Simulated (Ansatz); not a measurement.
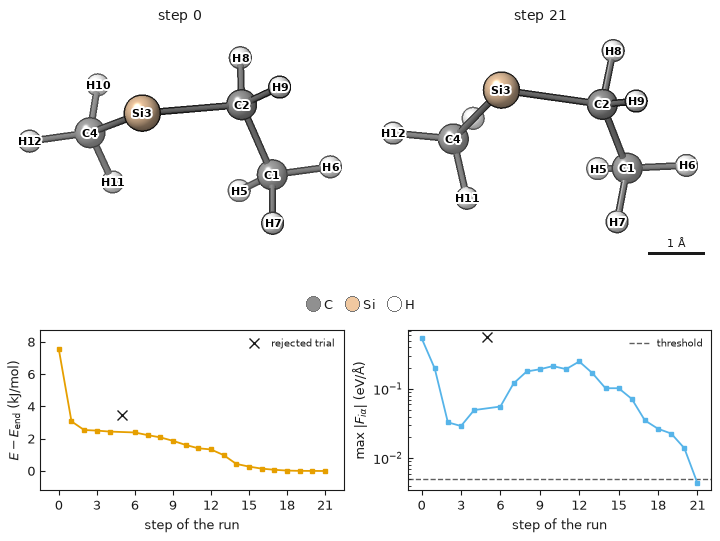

First and last geometry of a relaxation of C3H8Si, with the history of the run. The picture is a ball-and-stick view, seen at a tilt.

The start comes from PBE-D4/def2-SVP.

Computed with RKS PBE0-D4/def2-TZVP in Ansatz. Settings: force threshold 0.005 eV/Å; at most 150 steps.

Read the history and describe the run.

Answer. It converged. The energy falls by 7.55 kJ/mol in 20 accepted moves (21 points after the start). The largest force component goes from 0.55 to 0.0044 eV/Å. The line search rejected the trial step at point 5 of the run. The atom that moves furthest after the best rigid fit is H10 (0.71 Å). By element the largest moves are H 0.71 Å, Si 0.45 Å, C 0.20 Å. Among the contacts that change: C2–Si3 1.939 → 1.902 Å, Si3–C4 1.922 → 1.896 Å, C4–H10 1.115 → 1.097 Å, C1–C2 1.540 → 1.522 Å. Bond angles that change, for instance: Si3–C2–H8 106.5° → 99.7°, C1–C2–Si3 115.8° → 122.4°, Si3–C4–H11 112.1° → 109.5°. Groups turn about C2–Si3 by about 35°.
